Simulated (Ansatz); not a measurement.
# CH₂SeSi (SMILES C#[Si][SeH]): single points off equilibrium

How do the functionals fare away from a minimum? The structure is a frame of a short trajectory.

Program: Ansatz 0.2.0, Gaussian basis. Level of theory: single points in def2-TZVPP. These are calculated values, not measurements.

Correlated methods freeze the cores. Filled d shells of the heavier atoms are correlated.

## Step 1: The starting structure

5 atoms, charge 0, spin multiplicity 1.

Atoms are counted from 1 here; the program's logs count them from 0.

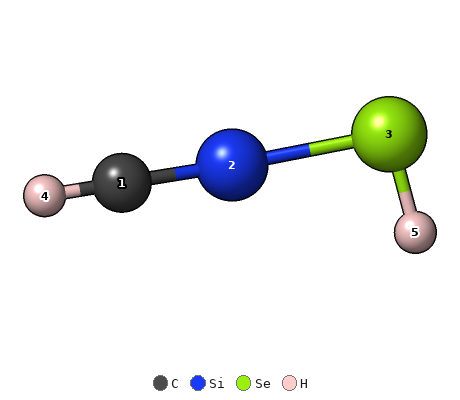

The starting geometry (carbon dark grey, silicon blue, selenium green, hydrogen pink); atoms are numbered from 1 in the order of the file.

Coordinates:

```mol
CH2SeSi
  3D, bonds by distance, orders not assigned

  5  4  0  0  0  0  0  0  0  0999 V2000
   -0.9958   -1.3067    0.3543 C   0  0
   -0.2981    0.0818   -0.0380 Si  0  0
    0.7982    2.0187   -0.0291 Se  0  0
   -1.5196   -2.2597    0.4860 H   0  0
    1.9757    1.4626   -0.5888 H   0  0
  1  2  8  0
  1  4  8  0
  2  3  8  0
  3  5  8  0
M  END
```

## Step 2: PBE-D4/def2-TZVPP

run/in.yaml

```yaml
crystal:
  periodic: [false, false, false]
  atoms:
    - {symbol: C, position_ang: [-0.995780, -1.306653, 0.354252]}
    - {symbol: Si, position_ang: [-0.298146, 0.081783, -0.037999]}
    - {symbol: Se, position_ang: [0.798203, 2.018710, -0.029092]}
    - {symbol: H, position_ang: [-1.519572, -2.259672, 0.485988]}
    - {symbol: H, position_ang: [1.975694, 1.462621, -0.588760]}
basis:
  gaussian: {orbitals: def2-TZVPP}
hamiltonian: {xc: pbe, dispersion: d4}
output: {forces: true}
```

Run with:

```
> ansatz run in.yaml --threads 2 --pin off --events-out ev --progress --plain --max-ram 3481MiB
```

## Step 3: r2SCAN-D4/def2-TZVPP

run/in.yaml, as its differences from that of step 2:

```diff
@@ -10,3 +10,3 @@
   gaussian: {orbitals: def2-TZVPP}
-hamiltonian: {xc: pbe, dispersion: d4}
+hamiltonian: {xc: r2scan, dispersion: d4}
 output: {forces: true}
```

## Step 4: PBE0-D4/def2-TZVPP

run/in.yaml, as its differences from that of step 3:

```diff
@@ -10,3 +10,3 @@
   gaussian: {orbitals: def2-TZVPP}
-hamiltonian: {xc: r2scan, dispersion: d4}
-output: {forces: true}
+hamiltonian: {xc: pbe0, dispersion: d4}
+output: {forces: true, orbitals: {seedname: orbitals}}
```

## Step 5: wB97M-V/def2-TZVPP

run/in.yaml, as its differences from that of step 4:

```diff
@@ -10,3 +10,3 @@
   gaussian: {orbitals: def2-TZVPP}
-hamiltonian: {xc: pbe0, dispersion: d4}
-output: {forces: true, orbitals: {seedname: orbitals}}
+hamiltonian: {xc: {name: wB97M-V}}
+output: {forces: true}
```

## Step 6: CCSD(T)/def2-TZVPP

run/in.yaml, as its differences from that of step 5:

```diff
@@ -10,3 +10,3 @@
   gaussian: {orbitals: def2-TZVPP}
-hamiltonian: {xc: {name: wB97M-V}}
+correlation: {method: ccsd_t}
 output: {forces: true}
```

(Steps that only read results are left out.)

**Question.** What will these runs give? Wanted: energy less free atoms, CCSD(T)/def2-TZVPP; RMS force component; RMS force error; HOMO and LUMO, PBE0-D4; T1 diagnostic.

**Answer**, as computed:

| quantity | value |
| --- | --- |
| energy less free atoms, CCSD(T)/def2-TZVPP | -1357.3 kJ/mol |
| RMS force component | 0.595 to 0.681 eV/Å over the methods |
| RMS force error | PBE-D4 0.204, r2SCAN-D4 0.235, PBE0-D4 0.346, wB97M-V 0.484 eV/Å |
| HOMO and LUMO, PBE0-D4 | -6.37 and -2.52 eV |
| T1 diagnostic | 0.016 |

Against CCSD(T) the functionals' energies less atoms differ by -95.3 to -23.4 kJ/mol, PBE-D4 by -95.3 kJ/mol. The reference is not at the basis limit: in triple zeta CCSD(T) underbinds, which counts against methods that bind more; the gaps are no ranking. On forces the order runs from PBE-D4 to wB97M-V. Frozen-core CCSD(T) forces in triple zeta carry basis errors of their own, and this is one geometry, so small gaps rank nothing. The restricted Hartree–Fock reference is unstable towards an unrestricted one at one or more of these structures.
